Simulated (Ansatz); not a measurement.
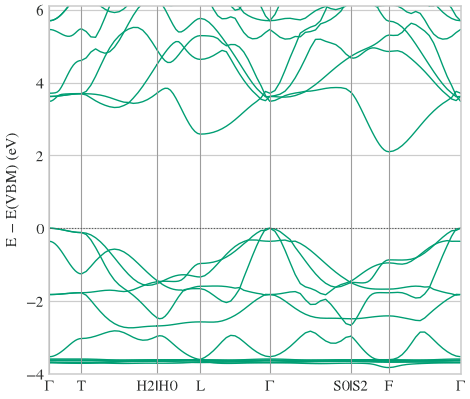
*Band structure from PBEsol (plane waves, PAW; program Ansatz)*

Task: Read off the gap and where the band edges lie.

Result: About 2.1 eV (2.10 eV by a search for the band edges); maximum at Γ, minimum at F.

The material is KLuS$_{2}$ in space group R-3m (No. 166; Lu on 3b, K on 3a, S on 6c).

The workflow started from an entry of the Crystallography Open Database (COD, 301 K). Whether it is the stable phase at ambient conditions was not checked. The PBEsol relaxation kept the symmetry of its start; of distortions, only those at the zone centre were tested. Spin–orbit coupling is left out wherever it is not named.

Potentials: the later of the program's two PAW sets.
